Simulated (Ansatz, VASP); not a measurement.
**InSb: VASP beside Ansatz**

Aim: how closely do two programs agree when they are given the same cell, functional and k mesh? The cell is taken from a series of VASP runs on this material, whose earlier steps may have relaxed, scaled or displaced it; both programs get it as it stands. Valence electrons are named where the data sets of a main pair hold unlike numbers.

Main program and level: Ansatz 0.2.0; plane waves, with VASP 6.6.1 beside it; band structure at HSE06, spin-orbit coupling.

## (1) Set-up

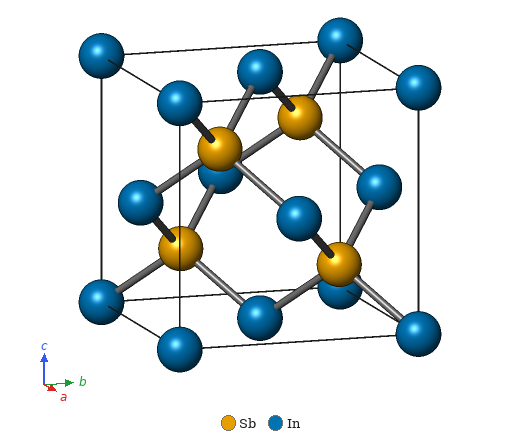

Start, viewed slightly off an axis; antimony orange, indium blue. This picture shows the conventional cell, with its axes. Bonds to atoms that aren't drawn are left out. Some periodic images of atoms are drawn too.

## (2) VASP: band structure, HSE06, spin-orbit coupling

The same path points are solved in both programs, so levels can be compared one by one.

Lines of VASP's logs that name or quote its potential files are left out, and so is its time.

The run reads the wave functions of an earlier VASP run, which isn't shown here.

INCAR reads:

```
SYSTEM = InSb
PREC = Accurate
ENCUT = 350
EDIFF = 1E-06
NELM = 100
ISMEAR = 0
SIGMA = 0.03
LREAL = .FALSE.
ALGO = Normal
LHFCALC = .TRUE.
AEXX = 0.25
GGA = PE
HFSCREEN = 0.2
LASPH = .TRUE.
LNONCOLLINEAR = .TRUE.
MAGMOM = 0 0 0 0 0 0
NBANDS = 30
GGA_COMPAT = .FALSE.
LSORBIT = .TRUE.
PRECFOCK = Fast
LORBIT = 11
LWAVE = .FALSE.
LCHARG = .FALSE.
KPAR = 2
```

POSCAR reads:

```
InSb
1.0
    0.0000000000      3.2391000000      3.2391000000
    3.2391000000      0.0000000000      3.2391000000
    3.2391000000      3.2391000000      0.0000000000
Sb In
1 1
Direct
    0.7500000000      0.7500000000      0.7500000000
    0.0000000000      0.0000000000      0.0000000000
```

KPOINTS reads:

```
Automatic mesh
0
Gamma
3 3 3
0 0 0
```

KPOINTS_OPT reads:

```
Line mode
10
Line-mode
Reciprocal
  0.00000000   0.00000000   0.00000000 GAMMA
  0.50000000   0.00000000   0.50000000 X

  0.50000000   0.00000000   0.50000000 X
  0.50000000   0.25000000   0.75000000 W

  0.50000000   0.25000000   0.75000000 W
  0.37500000   0.37500000   0.75000000 K

  0.37500000   0.37500000   0.75000000 K
  0.00000000   0.00000000   0.00000000 GAMMA

  0.00000000   0.00000000   0.00000000 GAMMA
  0.50000000   0.50000000   0.50000000 L

  0.50000000   0.50000000   0.50000000 L
  0.62500000   0.25000000   0.62500000 U

  0.62500000   0.25000000   0.62500000 U
  0.50000000   0.25000000   0.75000000 W

  0.50000000   0.25000000   0.75000000 W
  0.50000000   0.50000000   0.50000000 L

  0.50000000   0.50000000   0.50000000 L
  0.37500000   0.37500000   0.75000000 K

  0.62500000   0.25000000   0.62500000 U
  0.50000000   0.00000000   0.50000000 X
```

PAW data sets: Sb and In_d (PBE family, release 64).

Started as:

```sh
$ mpirun -np 4 vasp_ncl
```

Numbers of over 12 decimals in the logs are rounded to 6 here.

The log of the run:

```text
[banner, memory and clock lines left out]
running    4 mpi-ranks, on    1 nodes
 distrk:  each k-point on    2 cores,    2 groups
 distr:  one band on    1 cores,    2 groups

 POSCAR found type information on POSCAR SbIn
 POSCAR found :  2 types and       2 ions
 LDA part: xc-table for (Slater+PW92), standard interpolation
 found WAVECAR, reading the header
 POSCAR, INCAR and KPOINTS ok, starting setup
 FFT: planning ... GRIDC
 FFT: planning ... GRID_SOFT
 FFT: planning ... GRID
 reading WAVECAR
 the WAVECAR file was read successfully
 initial charge from wavefunction
 entering main loop
       N       E                     dE             d eps       ncg     rms          rms(c)
DAV:   1    -0.811878594342E+01   -0.81188E+01   -0.26672E+00   404   0.181E+01    0.194E+01
DAV:   2    -0.814832097869E+01   -0.29535E-01   -0.94769E-02   378   0.297E+00    0.127E+01
DAV:   3    -0.814464705072E+01    0.36739E-02   -0.10753E-02   414   0.135E+00    0.818E+00
DAV:   4    -0.814333385505E+01    0.13132E-02   -0.11880E-03   408   0.454E-01    0.495E+00
DAV:   5    -0.814302909744E+01    0.30476E-03   -0.34226E-04   344   0.201E-01    0.297E+00
DAV:   6    -0.814298203810E+01    0.47059E-04   -0.87140E-05   346   0.101E-01    0.178E+00
DAV:   7    -0.814298909218E+01   -0.70541E-05   -0.17908E-05   336   0.495E-02    0.106E+00
DAV:   8    -0.814300509698E+01   -0.16005E-04   -0.64209E-06   324   0.264E-02    0.631E-01
DAV:   9    -0.814301769310E+01   -0.12596E-04   -0.23788E-06   290   0.143E-02    0.374E-01
DAV:  10    -0.814302726216E+01   -0.95691E-05   -0.10582E-06   296   0.848E-03    0.221E-01
DAV:  11    -0.814303420389E+01   -0.69417E-05   -0.37609E-07   256   0.502E-03    0.131E-01
DAV:  12    -0.814303742608E+01   -0.32222E-05   -0.22557E-07   222   0.478E-03    0.769E-02
DAV:  13    -0.814303924850E+01   -0.18224E-05   -0.12297E-07   214   0.311E-03    0.452E-02
DAV:  14    -0.814304072323E+01   -0.14747E-05   -0.64558E-08   192   0.223E-03    0.263E-02
DAV:  15    -0.814304168758E+01   -0.96435E-06   -0.33097E-08   186   0.169E-03
   1 F= -.81430417E+01 E0= -.81430417E+01  d E =-.106111E-14  mag=     0.0000     0.0000     0.0000
 Start KPOINTS_OPT (optional k-point list driver)
k-point batch [1-5\100]
       N       E                     dE             ncg
DAV:   1     0.288562714080E+03    0.10141E+03      300
DAV:   2    -0.456864289576E+03   -0.74543E+03      324
DAV:   3    -0.531632440640E+03   -0.74768E+02      344
DAV:   4    -0.535231845677E+03   -0.35994E+01      348
DAV:   5    -0.535393043816E+03   -0.16120E+00      474
DAV:   6    -0.535395344605E+03   -0.23008E-02      380
DAV:   7    -0.535395433988E+03   -0.89383E-04      454
DAV:   8    -0.535395435871E+03   -0.18831E-05      342
DAV:   9    -0.535395435929E+03   -0.57738E-07      222
[...]
k-point batch [96-100\100]
       N       E                     dE             ncg
DAV:   1     0.206335947810E+03   -0.20900E+04      300
DAV:   2    -0.526062958881E+03   -0.73240E+03      306
DAV:   3    -0.598520006797E+03   -0.72457E+02      372
DAV:   4    -0.601221883334E+03   -0.27019E+01      400
DAV:   5    -0.601357870430E+03   -0.13599E+00      504
DAV:   6    -0.601359995128E+03   -0.21247E-02      424
DAV:   7    -0.601360078370E+03   -0.83243E-04      480
DAV:   8    -0.601360080078E+03   -0.17076E-05      432
DAV:   9    -0.601360080120E+03   -0.41692E-07      320
```

Parts of OUTCAR (step 2):

```text
ion  position               nearest neighbor table
   1  0.750  0.750  0.750-   2 2.81   2 2.81   2 2.81   2 2.81
   2  0.000  0.000  0.000-   1 2.81   1 2.81   1 2.81   1 2.81

  LATTYP: Found a face centered cubic cell.
 ALAT       =     6.4782000000

 Subroutine GETGRP returns: Found 24 space group operations
 (whereof 24 operations were pure point group operations)

The static configuration has the point symmetry T_d .

 Found      5 irreducible k-points:

   k-points           NKPTS =      5   k-points in BZ     NKDIM =     27   number of bands    NBANDS=     30

   dimension x,y,z NGX =    28 NGY =   28 NGZ =   28
   dimension x,y,z NGXF=    56 NGYF=   56 NGZF=   56

   ENCUT  =  350.0 eV  25.72 Ry    5.07 a.u.   6.99  6.99  6.99*2*pi/ulx,y,z

   NELECT =      18.0000    total number of electrons

 k-points in reciprocal lattice and weights: Automatic mesh
   0.00000000  0.00000000  0.00000000       0.037
   0.33333333  0.00000000  0.00000000       0.148
  -0.33333333  0.00000000  0.00000000       0.148
   0.33333333  0.33333333  0.00000000       0.222
  -0.33333333  0.33333333  0.00000000       0.444

  exchange ACFDT corr.  =         0.00000000  see jH, gK, PRB 81, 115126

 average (electrostatic) potential at core
       1 -83.1106       2 -90.0913

 E-fermi :   5.1225

 k-point     1 :       0.0000    0.0000    0.0000
  band No.  band energies     occupation
    ...
     14       4.2419      1.00000
     15       4.9643      1.00000
     16       4.9643      1.00000
     17       4.9643      1.00000
     18       4.9643      1.00000
     19       5.3912      0.00000
     20       5.3912      0.00000
     21       8.1297      0.00000
     22       8.1297      0.00000
     23       8.5349      0.00000
    ...

 k-point     2 :       0.3333    0.0000    0.0000
  band No.  band energies     occupation
    ...
     14      -0.1818      1.00000
     15       3.6194      1.00000
     16       3.6194      1.00000
     17       4.0746      1.00000
     18       4.0808      1.00000
     19       6.1617      0.00000
     20       6.1617      0.00000
     21       9.1987      0.00000
     22       9.1987      0.00000
     23       9.3997      0.00000
    ...

 k-point     3 :      -0.3333    0.0000    0.0000
  band No.  band energies     occupation
    ...
     14      -0.1818      1.00000
     15       3.6194      1.00000
     16       3.6194      1.00000
     17       4.0746      1.00000
     18       4.0808      1.00000
     19       6.1617      0.00000
     20       6.1617      0.00000
     21       9.1987      0.00000
     22       9.1987      0.00000
     23       9.3997      0.00000
    ...

  energy-cutoff  :      350.00
  volume of cell :       67.97
      direct lattice vectors                 reciprocal lattice vectors
     0.000000000  3.239100000  3.239100000    -0.154363867  0.154363867  0.154363867
     3.239100000  0.000000000  3.239100000     0.154363867 -0.154363867  0.154363867
     3.239100000  3.239100000  0.000000000     0.154363867  0.154363867 -0.154363867

 POSITION                                       TOTAL-FORCE (eV/Angst)
 -----------------------------------------------------------------------------------
      4.85865      4.85865      4.85865         0.000000      0.000000     -0.000000
      0.00000      0.00000      0.00000        -0.000000     -0.000000      0.000000
 -----------------------------------------------------------------------------------
    total drift:                               -0.000002     -0.000002     -0.000003

  FREE ENERGIE OF THE ION-ELECTRON SYSTEM (eV)
  ---------------------------------------------------
  free  energy   TOTEN  =        -8.1430416876 eV

  energy  without entropy=       -8.1430416876  energy(sigma->0) =       -8.14304169

 Spin-Orbit-Coupling matrix elements
 Ion:    1  E_soc:     -0.1151693
 Ion:    2  E_soc:     -0.0681883

 total charge
# of ion       s       p       d       tot
------------------------------------------
    1        1.111   1.613   0.020   2.744
    2        0.841   0.753   9.883  11.477
--------------------------------------------------
tot          1.952   2.366   9.903  14.221

 magnetization (x)
# of ion       s       p       d       tot
------------------------------------------
    1        0.000   0.000  -0.000  -0.000
    2        0.000  -0.000   0.000  -0.000
--------------------------------------------------
tot          0.000  -0.000  -0.000  -0.000

 magnetization (y)
# of ion       s       p       d       tot
------------------------------------------
    1        0.000   0.000  -0.000  -0.000
    2        0.000   0.000   0.000   0.000
--------------------------------------------------
tot          0.000   0.000  -0.000   0.000

 magnetization (z)
# of ion       s       p       d       tot
------------------------------------------
    1        0.000   0.000   0.000   0.000
    2        0.000   0.000   0.000   0.000
--------------------------------------------------
tot          0.000   0.000   0.000   0.000

[... 2 further parts left out ...]
```

[end of part 1 of 2]

[Lines on the potential files, build, host, timing and source positions are cut from VASP's logs without a mark.]

[Logs are printed without paths, hosts, clocks, repeated set-up lines and the standing remarks that a program may print on its own settings, such as how far it seeks lower states.]

[Hosts, paths, dates, database ids (printed as entryN), source tags and the programs' standing remarks are cut or masked in the printed files.]
